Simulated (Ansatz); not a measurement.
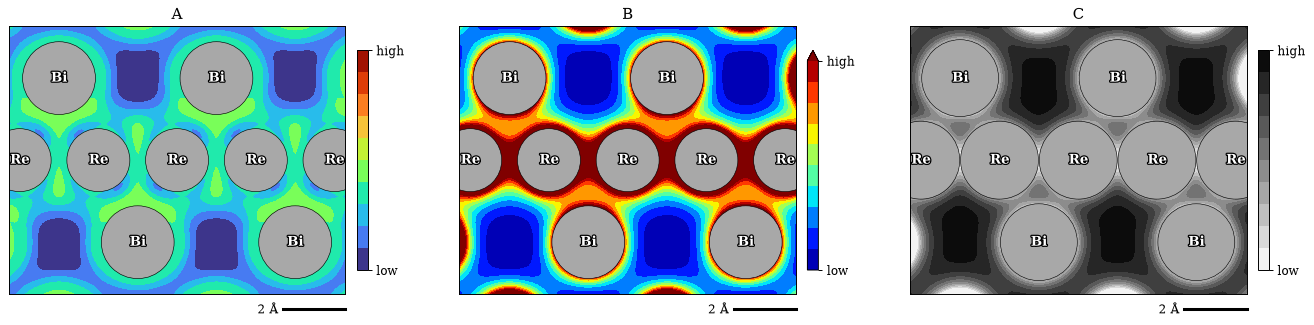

ReBi: 3 fields on the (110) plane of the conventional cell, with unlabelled colour scales. Grey discs cover the atomic cores.

Space group P6₃/mmc; started from the NiAs prototype, which need not be the ambient phase.

Theory: DFT PBE, spin-orbit coupling, plane waves, PAW (Ansatz).

Q: Which field does each panel show? The fields are: electron localisation function, electrostatic potential energy of an electron and valence pseudo-density.

A: Panel A: electron localisation function. Panel B: valence pseudo-density. Panel C: electrostatic potential energy of an electron (low next to the atoms, rising into the space between them). From the grid: Re–Bi (2.92 Å): ρ is about 0.33 e/Å³ halfway; the ELF is about 0.40 at the midpoint.
